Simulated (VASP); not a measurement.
Band structure of NbRh3 (space group Pm-3m). Computed with PBEsol GGA, VASP's PBE PAW potentials (set 64) (plane waves; VASP).

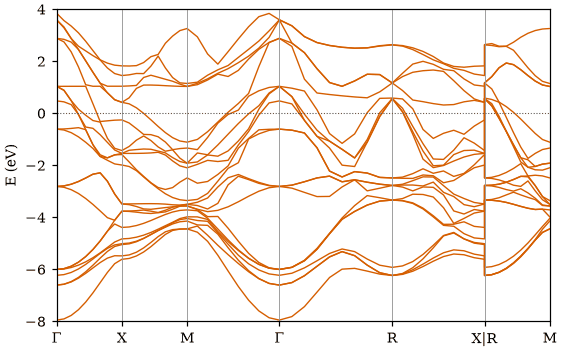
Fig. 1. Bands along high-symmetry lines, zero at the valence-band maximum or, without a gap, the Fermi level

Q: Read the plot: is there a gap, and where are the band edges?

A: It has no gap at this level: it comes out as a metal or semimetal.

The structure comes from a computed database's NbRh3 entry (Pm-3m); how it stands against other phases isn't given here. The cell was not relaxed at this level.
